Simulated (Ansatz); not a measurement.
**GaGeH5: rotation by 120° about the Ga1–Ge2 bond**

How high is the barrier for the rotation by 120° about the Ga1–Ge2 bond? Relax the two ends, then run a nudged elastic band between them. SMILES of the start: [GaH2][GeH3].

Method: RKS B3LYP/def2-SVP, in Ansatz 0.2.0.

## 1. The starting structure

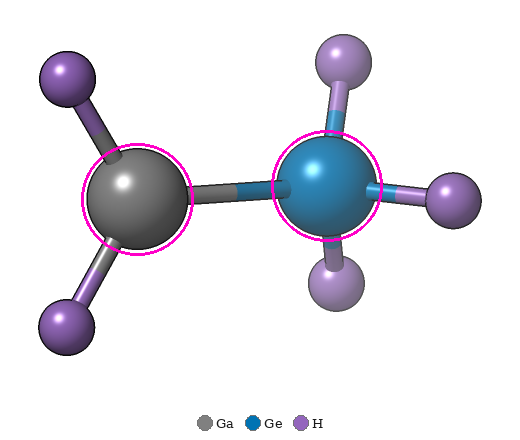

Start, viewed from a chosen angle; gallium grey, germanium blue, hydrogen purple. Ringed: Ga1, Ge2.

Structure file:

```xyz
7

Ga   -0.3655   -1.3602    0.1177
Ge    0.2608    0.9748   -0.0727
H     0.4742   -2.4599    0.9016
H    -1.6724   -1.9902   -0.5337
H    -0.2611    1.6820   -1.3038
H    -0.1816    1.9002    1.0400
H     1.7457    1.2532   -0.1489
```

## 2. Relaxing end A

Input file input.yaml:

```yaml
crystal:
  periodic: [false, false, false]
  atoms:
    - { symbol: Ga, position_ang: [-0.36552, -1.36024, 0.11774] }
    - { symbol: Ge, position_ang: [0.2608, 0.97485, -0.07273] }
    - { symbol: H, position_ang: [0.47415, -2.4599, 0.90156] }
    - { symbol: H, position_ang: [-1.67244, -1.99018, -0.53375] }
    - { symbol: H, position_ang: [-0.26112, 1.68203, -1.30385] }
    - { symbol: H, position_ang: [-0.18156, 1.90023, 1.03997] }
    - { symbol: H, position_ang: [1.7457, 1.25321, -0.14894] }
basis:
  gaussian: { orbitals: def2-SVP }
hamiltonian:
  xc: b3lyp
relax:
  f_tol: 0.015
  max_steps: 40
```

On the command line:

```console
ansatz run input.yaml --threads 1 --pin off --max-ram 2048MiB --backend cpu --events-out ev --progress --plain --runs-dir out
```

Log, shortened:

```text
Warning: RAYON_NUM_THREADS=1 ignored (pool sized by the plan → 1); use --threads N
[...]
Functional definition: B3LYP
[...]
957 factors; integrals over basis functions are off by at most 2.9e-4 eV
[...]
mean field -108965.97235851 eV, -4004.4256243863 hartree, gradient 1.3e-5 eV, S^2 0.000000; 0 other end points of the search recorded, 0 dependent functions left out
[...]
reference -108965.97262294 eV, -4004.4256341041 hartree; 34, 34 occupied and 55, 55 virtual orbitals, 957 factors
relax step   1: F+E_penalty+E_count = -108965.97235851 eV  Δ(F+E_penalty+E_count) = +0.000e0 eV  max|allowed force component| = 7.150e-1 eV/Å  Δτ_max = 0.0000 Å  (22 SCF iters, accepted)
[...]
relax step   4: F+E_penalty+E_count = -108966.08925831 eV  Δ(F+E_penalty+E_count) = -6.770e-4 eV  max|allowed force component| = 1.766e-2 eV/Å  Δτ_max = 0.0122 Å  (24 SCF iters, accepted)
[...]
relax step   5: F+E_penalty+E_count = -108966.08965500 eV  Δ(F+E_penalty+E_count) = -3.967e-4 eV  max|allowed force component| = 4.683e-3 eV/Å  Δτ_max = 0.0194 Å  (23 SCF iters, accepted)
957 factors; integrals over basis functions are off by at most 3.3e-4 eV
mean field -108966.08965500 eV, -4004.4299349530 hartree, gradient 5.1e-5 eV, S^2 0.000000; 1 other end points of the search recorded, 0 dependent functions left out
[...]
reference -108966.08992102 eV, -4004.4299447291 hartree; 34, 34 occupied and 55, 55 virtual orbitals, 957 factors
Total energy: -108966.08992102 eV, -4004.4299447291 hartree
Atom 0 at    -0.369558    -1.371169     0.113323 Å, force     0.003688     0.004683    -0.000044 eV/Å
Atom 1 at     0.279188     0.997225    -0.105353 Å, force    -0.000027    -0.003268    -0.003412 eV/Å
Atom 2 at     0.527670    -2.375871     0.936400 Å, force    -0.000270     0.000087     0.000862 eV/Å
Atom 3 at    -1.699167    -1.909153    -0.545135 Å, force    -0.003169    -0.001828    -0.000254 eV/Å
Atom 4 at    -0.307544     1.667089    -1.369587 Å, force    -0.000294     0.001050     0.000828 eV/Å
Atom 5 at    -0.243791     1.800469     1.112410 Å, force     0.000249    -0.001206     0.000367 eV/Å
Atom 6 at     1.813212     1.191411    -0.142058 Å, force    -0.000178     0.000482     0.001652 eV/Å
Dipole moment:    -0.014780    -0.065759    -0.000455 e Å
```

Wall time 20 s (1 thread of an Arm CPU, shared host); peak memory 0.2 GiB.

Step by step:

```csv
step,energy from step 1 (eV),largest force component (eV/Å)
1,0.0000,0.7150
2,-0.0976,0.1613
3,-0.1162,0.0325
4,-0.1169,0.0177
5,-0.1173,0.0047
```

Step 1 is the start.

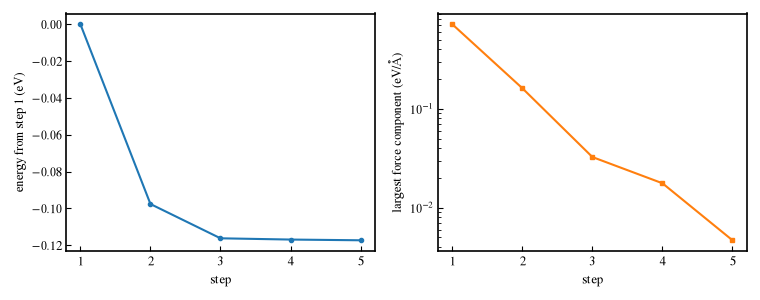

How energy and force went from step to step.

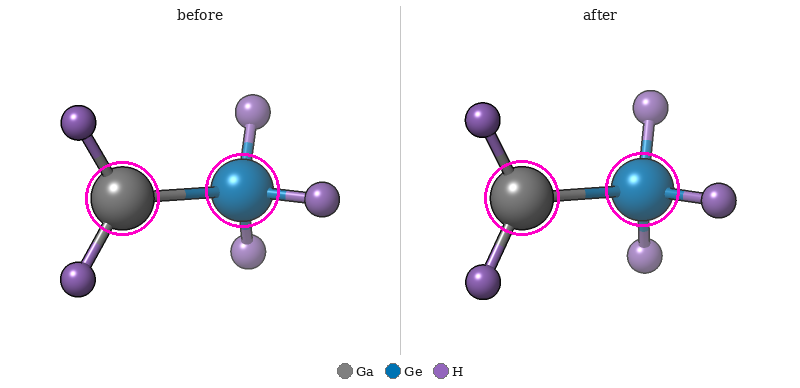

Before and after, at one scale.

After: Bond lengths: Ga1–Ge2 2.465 Å, Ga1–H3 1.579 Å, Ga1–H4 1.578 Å, Ge2–H5 1.546 Å, Ge2–H6 1.550 Å, Ge2–H7 1.547 Å. Angles: Ga1–Ge2–H5 112.9°, Ga1–Ge2–H6 109.8°, Ga1–Ge2–H7 112.6°, H5–Ge2–H6 106.8°, H5–Ge2–H7 107.6°, H6–Ge2–H7 106.8°, Ge2–Ga1–H3 120.5°, Ge2–Ga1–H4 120.8°, H3–Ga1–H4 118.6°.

## 3. End point B

The second end starts from a geometry with the move made by hand.

Input file input.yaml:

```yaml
crystal:
  periodic: [false, false, false]
  atoms:
    - { symbol: Ga, position_ang: [-0.36552, -1.36024, 0.11774] }
    - { symbol: Ge, position_ang: [0.2608, 0.97485, -0.07273] }
    - { symbol: H, position_ang: [0.47415, -2.4599, 0.90156] }
    - { symbol: H, position_ang: [-1.67244, -1.99018, -0.53375] }
    - { symbol: H, position_ang: [-0.20771, 1.86056, 1.06048] }
    - { symbol: H, position_ang: [1.73984, 1.28907, -0.13445] }
    - { symbol: H, position_ang: [-0.27155, 1.70136, -1.28805] }
basis:
  gaussian: { orbitals: def2-SVP }
hamiltonian:
  xc: b3lyp
relax:
  f_tol: 0.015
  max_steps: 40
output:
  orbitals: {}
```

On the command line:

```console
ansatz run input.yaml --threads 1 --pin off --max-ram 2048MiB --backend cpu --events-out ev --progress --plain --runs-dir out
```

Log, shortened:

```text
Warning: RAYON_NUM_THREADS=1 ignored (pool sized by the plan → 1); use --threads N
[...]
Functional definition: B3LYP
[...]
956 factors; integrals over basis functions are off by at most 3.6e-4 eV
[...]
mean field -108965.97455326 eV, -4004.4257050418 hartree, gradient 1.3e-5 eV, S^2 0.000000; 0 other end points of the search recorded, 0 dependent functions left out
[...]
reference -108965.97481787 eV, -4004.4257147664 hartree; 34, 34 occupied and 55, 55 virtual orbitals, 956 factors
relax step   1: F+E_penalty+E_count = -108965.97455326 eV  Δ(F+E_penalty+E_count) = +0.000e0 eV  max|allowed force component| = 7.011e-1 eV/Å  Δτ_max = 0.0000 Å  (22 SCF iters, accepted)
[...]
relax step   3: F+E_penalty+E_count = -108966.08899715 eV  Δ(F+E_penalty+E_count) = -1.837e-2 eV  max|allowed force component| = 3.518e-2 eV/Å  Δτ_max = 0.0685 Å  (23 SCF iters, accepted)
[...]
mean field -108966.08949876 eV, -4004.4299292112 hartree, gradient 2.0e-5 eV, S^2 0.000000; 1 other end points of the search recorded, 0 dependent functions left out
[...]
reference -108966.08976473 eV, -4004.4299389854 hartree; 34, 34 occupied and 55, 55 virtual orbitals, 956 factors
Total energy: -108966.08976473 eV, -4004.4299389854 hartree
Atom 0 at    -0.366194    -1.372016     0.114451 Å, force    -0.003374    -0.002949    -0.006582 eV/Å
Atom 1 at     0.267744     1.002436    -0.086681 Å, force     0.002863    -0.005700    -0.012094 eV/Å
Atom 2 at     0.532778    -2.385205     0.925876 Å, force    -0.002856     0.008224     0.000351 eV/Å
Atom 3 at    -1.691716    -1.907449    -0.556729 Å, force     0.005530     0.000816     0.008178 eV/Å
Atom 4 at    -0.260669     1.802468     1.130389 Å, force    -0.001717    -0.004274     0.003983 eV/Å
Atom 5 at     1.800353     1.208256    -0.125202 Å, force    -0.002253    -0.000683     0.003321 eV/Å
Atom 6 at    -0.324726     1.667031    -1.351305 Å, force     0.001807     0.004566     0.002843 eV/Å
Dipole moment:    -0.013443    -0.065014     0.002966 e Å
```

Run time: 17 s. Hardware: 1 thread of an Arm CPU, shared host; peak memory 0.2 GiB.

The steps of the relaxation:

```csv
step,energy from step 1 (eV),largest force component (eV/Å)
1,0.0000,0.7011
2,-0.0961,0.1464
3,-0.1144,0.0352
4,-0.1149,0.0121
```

Step 1 is the start.

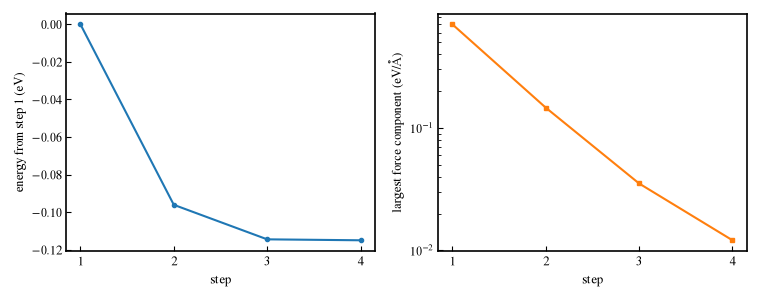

How energy and force went from step to step.

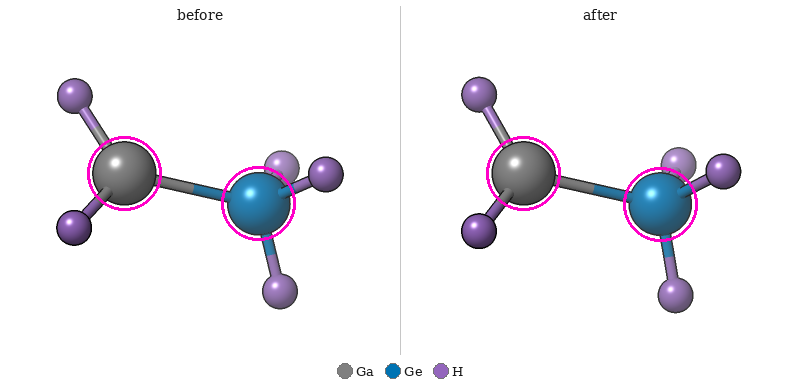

Before and after, at one scale.

After: Bond lengths: Ga1–Ge2 2.466 Å, Ga1–H3 1.579 Å, Ga1–H4 1.579 Å, Ge2–H5 1.549 Å, Ge2–H6 1.547 Å, Ge2–H7 1.547 Å. Angles: Ga1–Ge2–H5 110.2°, Ga1–Ge2–H6 112.6°, Ga1–Ge2–H7 112.5°, H5–Ge2–H6 106.8°, H5–Ge2–H7 106.8°, H6–Ge2–H7 107.6°, Ge2–Ga1–H3 120.9°, Ge2–Ga1–H4 120.5°, H3–Ga1–H4 118.6°.

## 4. Nudged elastic band

crystal.atoms is end A as relaxed above, and neb.final_atoms is end B, turned to lie on A. With 7 inner images the band has 9 in all.

Input file input.yaml:

```yaml
crystal:
  periodic: [false, false, false]
  atoms:
    - { symbol: Ga, position_ang: [-0.369558, -1.371169, 0.113323] }
    - { symbol: Ge, position_ang: [0.279188, 0.997225, -0.105353] }
    - { symbol: H, position_ang: [0.52767, -2.375871, 0.9364] }
    - { symbol: H, position_ang: [-1.699167, -1.909153, -0.545135] }
    - { symbol: H, position_ang: [-0.307544, 1.667089, -1.369587] }
    - { symbol: H, position_ang: [-0.243791, 1.800469, 1.11241] }
    - { symbol: H, position_ang: [1.813212, 1.191411, -0.142058] }
basis:
  gaussian: { orbitals: def2-SVP }
hamiltonian:
  xc: b3lyp
neb:
  order_check: false
  images: 7
  f_tol: 0.05
  max_iterations: 58
  initial_path: idpp
  final_atoms:
    - { symbol: Ga, position_ang: [-0.37104226, -1.37040658, 0.11838559] }
    - { symbol: Ge, position_ang: [0.287553, 0.99780535, -0.07700717] }
    - { symbol: H, position_ang: [-1.15999837, -1.89077026, 1.38325041] }
    - { symbol: H, position_ang: [-0.02268047, -2.39672462, -1.03030715] }
    - { symbol: H, position_ang: [-0.86818299, 1.82572121, -0.69292968] }
    - { symbol: H, position_ang: [0.61641042, 1.63916684, 1.29165799] }
    - { symbol: H, position_ang: [1.51795067, 1.19520906, -0.99304998] }
```

On the command line:

```console
ansatz run input.yaml --threads 1 --pin off --max-ram 2048MiB --backend cpu --events-out ev --progress --plain --runs-dir out
```

Log, shortened:

```text
Warning: RAYON_NUM_THREADS=1 ignored (pool sized by the plan → 1); use --threads N
[...]
Functional definition: B3LYP
[...]
958 factors; integrals over basis functions are off by at most 3.5e-4 eV
[...]
mean field -108966.08965519 eV, -4004.4299349597 hartree, gradient 1.2e-5 eV, S^2 0.000000; 0 other end points of the search recorded, 0 dependent functions left out
[...]
reference -108966.08992121 eV, -4004.4299447358 hartree; 34, 34 occupied and 55, 55 virtual orbitals, 958 factors
958 factors; integrals over basis functions are off by at most 4.9e-4 eV
[...]
mean field -108966.08947563 eV, -4004.4299283611 hartree, gradient 1.1e-5 eV, S^2 0.000000; 0 other end points of the search recorded, 0 dependent functions left out
[...]
reference -108966.08974197 eV, -4004.4299381490 hartree; 34, 34 occupied and 55, 55 virtual orbitals, 958 factors
[...]
NEB iter   3: max|band force component| = 2.549e-2 eV/Å  barrier→ = 0.0005 eV  barrier← = 0.0003 eV  CI = image 5  Δτ_max = 0.0000 Å  (321 SCF iters)
Total energy: -108966.08946034 eV, -4004.4299277993 hartree
Atom 0 at    -0.372851    -1.372263     0.110120 Å, force    -0.004993     0.018361     0.008362 eV/Å
Atom 1 at     0.268218     1.001757    -0.068799 Å, force    -0.011687     0.017832     0.013476 eV/Å
Atom 2 at    -0.406276    -2.097931     1.510653 Å, force     0.004607    -0.010797     0.005749 eV/Å
Atom 3 at    -0.762346    -2.195334    -1.177910 Å, force     0.003522    -0.005279    -0.016664 eV/Å
Atom 4 at    -0.729815     1.800869    -0.941091 Å, force    -0.004638    -0.006576    -0.003907 eV/Å
Atom 5 at     0.347032     1.707540     1.304698 Å, force     0.002592     0.002032    -0.000683 eV/Å
Atom 6 at     1.656048     1.155363    -0.737672 Å, force     0.010598    -0.015573    -0.006332 eV/Å
Dipole moment:    -0.017087    -0.068076     0.005282 e Å
this run last wrote the band of iteration 3 to <dir>
```

Run time: 97 s. Hardware: 1 thread of an Arm CPU, shared host; peak memory 0.28 GiB.

## 5. What the band shows

Images 0 and 8 are the ends. Energies count from image 0; the path length is the program's own measure over all atoms.

| image | path (Å) | energy (eV) | dihedral H4–Ga1–Ge2–H6 (°) | band force (eV/Å) |
| --- | --- | --- | --- | --- |
| 0 | 0.000 | 0.0000 | 93 | - |
| 1 | 0.398 | 0.0002 | 109 | 0.016 |
| 2 | 0.795 | 0.0004 | 124 | 0.025 |
| 3 | 1.193 | 0.0004 | 139 | 0.021 |
| 4 | 1.591 | 0.0004 | 154 | 0.021 |
| 5* | 1.989 | 0.0005 | 169 | 0.018 |
| 6 | 2.387 | 0.0004 | -177 | 0.023 |
| 7 | 2.785 | 0.0001 | -163 | 0.015 |
| 8 | 3.184 | 0.0002 | -148 | - |

The star marks the climbing image.

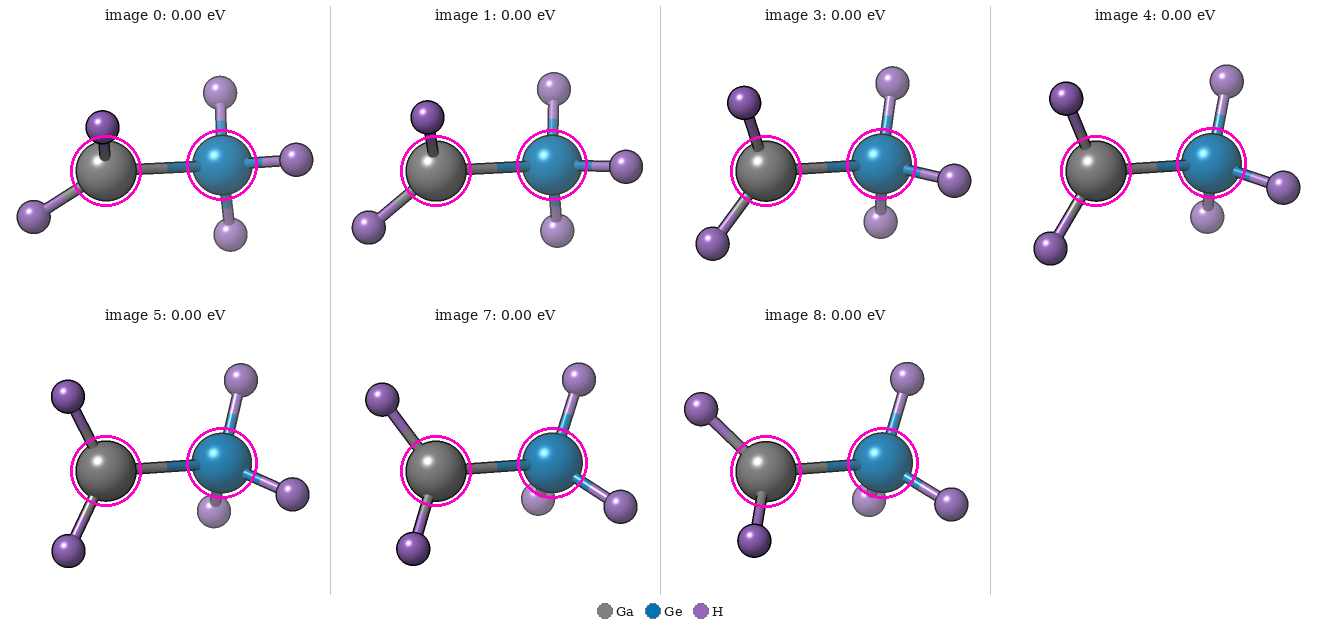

Snapshots along the band, viewed from a chosen angle. Ringed: Ga1, Ge2. Sticks join atoms closer than a bonding distance in each image.

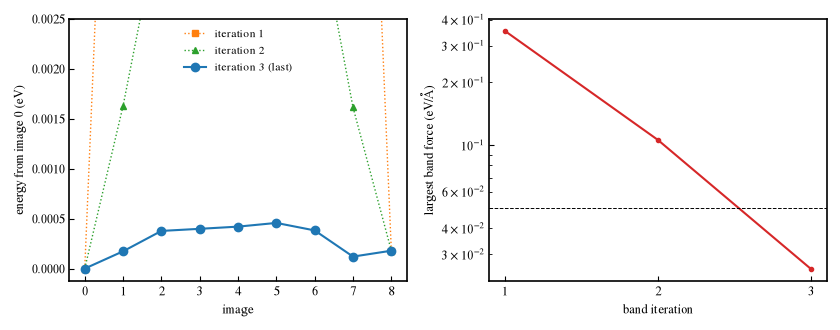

Left: energy of each image for early iterations and the last one (lines only join the points; early values far above the last band run off the scale). Right: the largest band force by iteration, with the threshold dashed.

The top of the band by iteration:

```csv
iteration,highest image above image 0 (eV),largest band force (eV/Å)
1,0.0208,0.354
2,0.0045,0.106
3,0.0005,0.025
```

The band as a trajectory file:

```xyz
7
image=0 dE=0.0000
Ga   -0.370   -1.371    0.113
Ge    0.279    0.997   -0.105
H     0.528   -2.376    0.936
H    -1.699   -1.909   -0.545
H    -0.308    1.667   -1.370
H    -0.244    1.800    1.112
H     1.813    1.191   -0.142
7
image=1 dE=0.0002
Ga   -0.372   -1.372    0.111
Ge    0.272    0.999   -0.102
H     0.394   -2.319    1.114
H    -1.562   -1.970   -0.734
H    -0.404    1.707   -1.299
H    -0.129    1.781    1.173
H     1.801    1.174   -0.263
7
image=2 dE=0.0004
Ga   -0.373   -1.373    0.109
Ge    0.264    1.001   -0.094
H     0.230   -2.263    1.263
H    -1.392   -2.030   -0.899
H    -0.494    1.740   -1.220
H    -0.012    1.768    1.223
H     1.777    1.158   -0.382
7
image=3 dE=0.0004
Ga   -0.372   -1.373    0.109
Ge    0.259    1.003   -0.084
H     0.039   -2.209    1.382
H    -1.196   -2.086   -1.031
H    -0.580    1.766   -1.135
H     0.107    1.752    1.262
H     1.743    1.147   -0.503
7
image=4 dE=0.0004
Ga   -0.372   -1.373    0.110
Ge    0.260    1.003   -0.075
H    -0.175   -2.155    1.466
H    -0.983   -2.141   -1.125
H    -0.658    1.786   -1.042
H     0.227    1.733    1.288
H     1.702    1.146   -0.621
7
image=5 dE=0.0005
Ga   -0.373   -1.372    0.110
Ge    0.268    1.002   -0.069
H    -0.406   -2.098    1.511
H    -0.762   -2.195   -1.178
H    -0.730    1.801   -0.941
H     0.347    1.708    1.305
H     1.656    1.155   -0.738
7
image=6 dE=0.0004
Ga   -0.374   -1.372    0.110
Ge    0.279    0.999   -0.066
H    -0.643   -2.038    1.514
H    -0.540   -2.252   -1.188
H    -0.793    1.813   -0.832
H     0.468    1.677    1.311
H     1.603    1.173   -0.849
7
image=7 dE=0.0001
Ga   -0.374   -1.371    0.108
Ge    0.290    0.997   -0.066
H    -0.877   -1.974    1.477
H    -0.321   -2.312   -1.158
H    -0.847    1.825   -0.715
H     0.587    1.642    1.308
H     1.542    1.194   -0.953
7
image=8 dE=0.0002
Ga   -0.378   -1.370    0.100
Ge    0.292    0.998   -0.063
H    -1.232   -1.889    1.323
H     0.028   -2.397   -1.029
H    -0.830    1.826   -0.738
H     0.550    1.640    1.321
H     1.568    1.193   -0.914
```

## 6. Vibrations at the top

The geometry is the highest inner image of the first converged band.

Input file input.yaml:

```yaml
crystal:
  periodic: [false, false, false]
  atoms:
    - { symbol: Ga, position_ang: [-0.372851, -1.372263, 0.11012] }
    - { symbol: Ge, position_ang: [0.268218, 1.001757, -0.068799] }
    - { symbol: H, position_ang: [-0.406276, -2.097931, 1.510653] }
    - { symbol: H, position_ang: [-0.762346, -2.195334, -1.17791] }
    - { symbol: H, position_ang: [-0.729815, 1.800869, -0.941091] }
    - { symbol: H, position_ang: [0.347032, 1.70754, 1.304698] }
    - { symbol: H, position_ang: [1.656048, 1.155363, -0.737672] }
basis:
  gaussian: { orbitals: def2-SVP }
hamiltonian:
  xc: b3lyp
phonons: {}
```

On the command line:

```console
ansatz run input.yaml --threads 1 --pin off --max-ram 2048MiB --backend cpu --events-out ev --progress --plain --runs-dir out
```

Log, shortened:

```text
Warning: RAYON_NUM_THREADS=1 ignored (pool sized by the plan → 1); use --threads N
[...]
Functional definition: B3LYP
[...]
957 factors; integrals over basis functions are off by at most 3.3e-4 eV
[...]
mean field -108966.08919196 eV, -4004.4299179364 hartree, gradient 1.1e-5 eV, S^2 0.000000; 0 other end points of the search recorded, 0 dependent functions left out
[...]
reference -108966.08945799 eV, -4004.4299277131 hartree; 34, 34 occupied and 55, 55 virtual orbitals, 957 factors
[...]
957 factors; integrals over basis functions are off by at most 3.3e-4 eV
[...]
mean field -108966.08916097 eV, -4004.4299167975 hartree, gradient 1.4e-6 eV, S^2 0.000000; 0 other end points of the search recorded, 0 dependent functions left out
[...]
reference -108966.08942699 eV, -4004.4299265737 hartree; 34, 34 occupied and 55, 55 virtual orbitals, 957 factors
[...]
957 factors; integrals over basis functions are off by at most 3.3e-4 eV
[...]
WARN: phonons: modes at or below zero, which the zero-point energy, F, S and C_V leave out: 1, the lowest at -48.77 cm⁻¹. A minimum has none, and a first-order saddle one
Total energy: -108966.08945799 eV, -4004.4299277131 hartree
Atom 0 at    -0.372851    -1.372263     0.110120 Å, force    -0.005026     0.018394     0.008391 eV/Å
Atom 1 at     0.268218     1.001757    -0.068799 Å, force    -0.011709     0.017717     0.013367 eV/Å
Atom 2 at    -0.406276    -2.097931     1.510653 Å, force     0.004602    -0.010806     0.005705 eV/Å
Atom 3 at    -0.762346    -2.195334    -1.177910 Å, force     0.003533    -0.005295    -0.016629 eV/Å
Atom 4 at    -0.729815     1.800869    -0.941091 Å, force    -0.004592    -0.006573    -0.003849 eV/Å
Atom 5 at     0.347032     1.707540     1.304698 Å, force     0.002568     0.002078    -0.000629 eV/Å
Atom 6 at     1.656048     1.155363    -0.737672 Å, force     0.010624    -0.015514    -0.006357 eV/Å
Dipole moment:    -0.017086    -0.068073     0.005282 e Å
Vibrations: -48.77 243.33 318.31 354.54 501.47 574.40 729.19 819.38 886.78 890.90 1925.93 1935.06 2095.79 2101.14 2110.03 cm⁻¹, zero-point energy 0.960025 eV
```

Run time: 99 s. Hardware: 1 thread of an Arm CPU, shared host; peak memory 0.28 GiB.

Of 15 modes, 1 is imaginary by more than 30 cm⁻¹ (49i cm⁻¹).

## 7. Results

| quantity | value |
| --- | --- |
| end A | 4 moves, 0.117 eV lower |
| end B | 3 moves, 0.115 eV lower |
| barrier forwards | 0.000 eV |
| barrier backwards | 0.000 eV |
| second end relative to first | 0.000 eV |
| highest image | 5 of 0 to 8, climbing |
| band iterations | 3 |
| imaginary modes at the top | 49i cm⁻¹ |

**Reading.** The top lies 0.000 eV above the first end, or 0.0 kT at room temperature. The two ends lie within 1 meV of each other. Both sides of the top are under 10 meV high, within the band's own error, so no barrier is resolved. The listed dihedral goes from 93° at end A through 169° at the highest image to -148° at end B. The image tested for vibrations has 1 imaginary mode over 30 cm⁻¹, but on so flat a path that settles little. Zero-point energy and entropy are left out.
